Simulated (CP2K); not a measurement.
# BPNH7 (SMILES [NH3+][BH2-]P): MNDO

Aim: the vertical electron affinity of BPNH7 at MNDO, from 2 runs. 

The results are computed with CP2K 2026.2.

1 further run of the same task is left out (set aside as unsound or not needed).

**1. Starting point**

The species is BPNH7 (10 atoms), meant as a singlet with charge 0. As SMILES, `[NH3+][BH2-]P`. The coordinates come from a GFN2-xTB relaxation. This is one conformer, not always the lowest.

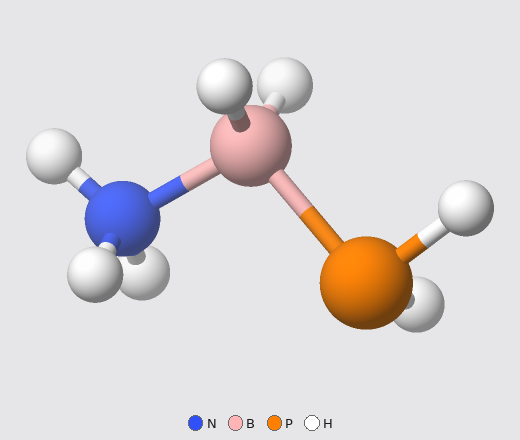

Viewed from a chosen angle; nitrogen blue, boron pink, phosphorus orange, hydrogen white.

**2. The energy at MNDO**

Input file qs.inp:

```
&FORCE_EVAL
   METHOD Quickstep
   &DFT
      CHARGE 0
      MULTIPLICITY 1
      ! Quickstep
      &QS
         METHOD MNDO
         EPS_DEFAULT 1.0E-10
         &SE
            &COULOMB
               CUTOFF [angstrom] 50
               RC_RANGE [angstrom] 0
            &END COULOMB
            &EXCHANGE
               CUTOFF [angstrom] 50
               RC_RANGE [angstrom] 0
            &END EXCHANGE
         &END SE
      &END QS
      ! cluster boundary conditions
      &POISSON
         PERIODIC NONE
         POISSON_SOLVER ANALYTIC
      &END POISSON
      &SCF
         SCF_GUESS ATOMIC
         EPS_SCF 1.0E-07
         MAX_SCF 40
         &OT ON
            MINIMIZER DIIS
            PRECONDITIONER FULL_SINGLE_INVERSE
         &END OT
         &OUTER_SCF
            EPS_SCF 1.0E-07
            MAX_SCF 10
         &END OUTER_SCF
      &END SCF
      ! extra output
      &PRINT
         &MOMENTS
            PERIODIC F
            REFERENCE COM
            MAX_MOMENT 1
         &END MOMENTS
         &MO_CUBES
            NLUMO 3
            NHOMO -1
            WRITE_CUBE F
         &END MO_CUBES
         &HIRSHFELD OFF
         &END HIRSHFELD
      &END PRINT
   &END DFT
   ! structure
   &SUBSYS
      ! box in angstrom
      &CELL
         ABC [angstrom] 16.3 14.8 15.5
         PERIODIC NONE
      &END CELL
      &COORD
         UNIT bohr
         N     -2.2777625     0.5453183    -0.8954278
         B      0.4910453    -0.8505657    -0.7153180
         P      2.4288839     1.3194446     1.6315517
         H     -3.4126186    -0.3662856    -2.1451604
         H     -1.9896170     2.3582081    -1.4595867
         H     -3.0823134     0.5474159     0.8473721
         H      0.1348320    -2.9241055     0.0596020
         H      1.3878338    -0.7644131    -2.7719826
         H      4.6361785    -0.0636082     1.5679058
         H      1.6835192     0.1985913     3.8810250
      &END COORD
      &TOPOLOGY
         &CENTER_COORDINATES
         &END CENTER_COORDINATES
      &END TOPOLOGY
   &END SUBSYS
&END FORCE_EVAL
&GLOBAL
   PROJECT qs
   RUN_TYPE ENERGY
   PRINT_LEVEL MEDIUM
&END GLOBAL
```

The run is started by

```sh
$ OMP_NUM_THREADS=1 cp2k.psmp qs.inp > qs.out
```

The program printed:

```text
CP2K| version string:                                       CP2K version 2026.2
[...]
 GLOBAL| Method name                                                        CP2K
[...]
 GLOBAL| Run type                                                         ENERGY
[...]
                             - Atoms:                                         10
[...]
                             - Spherical basis functions:                     19
[...]
 Number of electrons:                                                         20
[...]
     1 OT DIIS     0.80E-01    0.0     0.37007834       -14.7831033962 -1.48E+01
[...]
    17 OT DIIS     0.80E-01    0.0     0.00000009       -19.6268472039 -4.30E-13
  *** SCF run converged in    17 steps ***
  Core-core repulsion energy [eV]:                           1020.54646379340159
  Core Hamiltonian energy [eV]:                              -808.34320995320900
  Two-electron integral energy [eV]:                        -1492.55385399727356
  Electronic energy [eV]:                                   -1554.62013695184578
  Total energy [eV]:                                         -534.07367315844419
  Atomic reference energy [eV]:                               533.06321462811184
  Heat of formation [kcal/mol]:                               -23.30172911707198
[...]
 SE_DIPOLE| Moment [Debye]          5.69431615      -0.51093961       1.03726920
 SE_DIPOLE| Derivative [a.u.]       0.00000000       0.00000000       0.00000000
 *** WARNING in qs_scf_post_se.F:140 :: Printing of MO cube files not ***
 *** implemented for Semi-Empirical method.                           ***
 ENERGY| Total FORCE_EVAL ( QS ) energy [hartree]            -19.626847203868493
[...]
```

Wall time 1.3 s (1 thread of Intel Xeon 6975P-C (Granite Rapids), shared host); peak memory 0.18 GiB.

**3. The doublet anion at the same level**

Input file run.inp:

```
&GLOBAL
 PROJECT_NAME run
 RUN_TYPE ENERGY
 PRINT_LEVEL MEDIUM
&END GLOBAL

&FORCE_EVAL
 METHOD Quickstep
 &DFT
  CHARGE -1
  MULTIPLICITY 2
  SPIN_POLARIZED T
  ! Quickstep
  &QS
   METHOD MNDO
   EPS_DEFAULT 1.0E-10
   &SE
    &COULOMB
     CUTOFF [angstrom] 50
     RC_RANGE [angstrom] 0
    &END COULOMB
    &EXCHANGE
     CUTOFF [angstrom] 50
     RC_RANGE [angstrom] 0
    &END EXCHANGE
   &END SE
  &END QS
  &POISSON
   PERIODIC NONE
   POISSON_SOLVER ANALYTIC
  &END POISSON
  ! self-consistent field
  &SCF
   SCF_GUESS ATOMIC
   EPS_SCF 1.0E-07
   MAX_SCF 80
   ADDED_MOS 8
   &DIAGONALIZATION
    ALGORITHM STANDARD
   &END DIAGONALIZATION
   &MIXING
    METHOD DIRECT_P_MIXING
    ALPHA 0.4
   &END MIXING
  &END SCF
  ! extra output
  &PRINT
   &MOMENTS
    PERIODIC F
    REFERENCE COM
    MAX_MOMENT 1
   &END MOMENTS
   &MO ON
    ENERGIES T
    OCCUPATION_NUMBERS T
    NDIGITS 6
    &EACH
     QS_SCF 0
    &END EACH
    ADD_LAST NUMERIC
   &END MO
   &HIRSHFELD OFF
   &END HIRSHFELD
  &END PRINT
 &END DFT
 ! structure
 &SUBSYS
  &CELL
   ABC [angstrom] 16.3 14.8 15.5
   PERIODIC NONE
  &END CELL
  &COORD
   UNIT bohr
   N     -2.2777625     0.5453183    -0.8954278
   B      0.4910453    -0.8505657    -0.7153180
   P      2.4288839     1.3194446     1.6315517
   H     -3.4126186    -0.3662856    -2.1451604
   H     -1.9896170     2.3582081    -1.4595867
   H     -3.0823134     0.5474159     0.8473721
   H      0.1348320    -2.9241055     0.0596020
   H      1.3878338    -0.7644131    -2.7719826
   H      4.6361785    -0.0636082     1.5679058
   H      1.6835192     0.1985913     3.8810250
  &END COORD
  &TOPOLOGY
   &CENTER_COORDINATES
   &END CENTER_COORDINATES
  &END TOPOLOGY
 &END SUBSYS
&END FORCE_EVAL
```

The run is started by

```sh
$ OMP_NUM_THREADS=1 cp2k.psmp -i run.inp > run.out 2>&1
```

The program printed:

```text
CP2K| version string:                                       CP2K version 2026.2
[...]
 GLOBAL| Method name                                                        CP2K
[...]
 GLOBAL| Run type                                                         ENERGY
[...]
                             - Atoms:                                         10
[...]
                             - Spherical basis functions:                     19
[...]
 Number of electrons:                                                         11
[...]
     1 P_Mix/Diag. 0.40E+00    0.0     0.41596113       -14.3179024823 -1.43E+01
[...]
    43 DIIS/Diag.  0.72E-07    0.0     0.00000010       -19.5951979507 -2.10E-13
  *** SCF run converged in    43 steps ***
  Core-core repulsion energy [eV]:                           1020.54646379340159
  Core Hamiltonian energy [eV]:                              -816.58776247845060
  Two-electron integral energy [eV]:                        -1474.34230899112777
  Electronic energy [eV]:                                   -1553.75891697401448
  Total energy [eV]:                                         -533.21245318061290
  Atomic reference energy [eV]:                               533.06321462811184
  Heat of formation [kcal/mol]:                                -3.44152305098653
[...]
 SE_DIPOLE| Moment [Debye]         -0.26932993      -1.02340942      -1.66484702
 SE_DIPOLE| Derivative [a.u.]       0.00000000       0.00000000       0.00000000
 ENERGY| Total FORCE_EVAL ( QS ) energy [hartree]            -19.595197950659941
[...]
```

Wall time 1 s (1 thread of Intel Xeon 6975P-C (Granite Rapids), shared host); peak memory 0.18 GiB.

**4. Outcome**

Level: MNDO.

```
                                         quantity           value
                      singlet BPNH7: total energy    -19.62685 Eh
                     singlet BPNH7: dipole moment          5.81 D
                 singlet BPNH7: heat of formation  -23.3 kcal/mol
                      doublet anion: total energy    -19.59520 Eh
doublet anion: HOMO energy (highest over α and β)         0.37 eV
 doublet anion: LUMO energy (lowest over α and β)         7.09 eV
                 doublet anion: heat of formation   -3.4 kcal/mol
vertical electron affinity (to the doublet anion)       -0.861 eV
```

**Reading.** The anion lies 0.86 eV (83.1 kJ/mol) above the neutral: the electron isn't bound at this level. The HOMO (doublet anion) lies at positive energy, 0.37 eV: the electron is unbound at this level or held by a compact basis; values depend on the basis.
